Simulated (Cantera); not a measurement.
Charge: 1 mol SiH₂Cl₂, 36 mol N₂, equilibrated at 323 Torr.

Equilibrium computed with Cantera from the NASA thermochemical tables; the gas is ideal and each condensed phase is pure. Candidate condensed phases: NH₄Cl, Si, Si₃N₄; 28 gas species. N₂ is the only nitrogen source here; it is nearly inert below about 1500 K, so the nitride shown seldom forms there in practice. The tables' values for SiCl₃, SiCl, SiN are old estimates; treat these amounts as uncertain. Rates play no part.

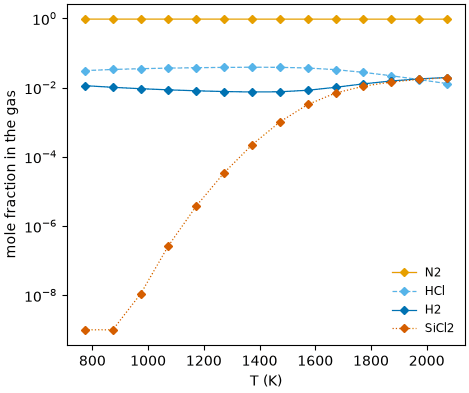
Equilibrium gas composition (values under 1e-9 drawn at 1e-9)

From 773 K to 1973 K the condensed part is Si₃N₄(s). At 2073 K the condensed part is Si(l). The main Si-bearing gas is SiCl₄ at 773 K and SiCl₂ at 2073 K. The share of Si in condensed phases is highest at 1273 K (85.4 %) and lowest at 2073 K (23.7 %).
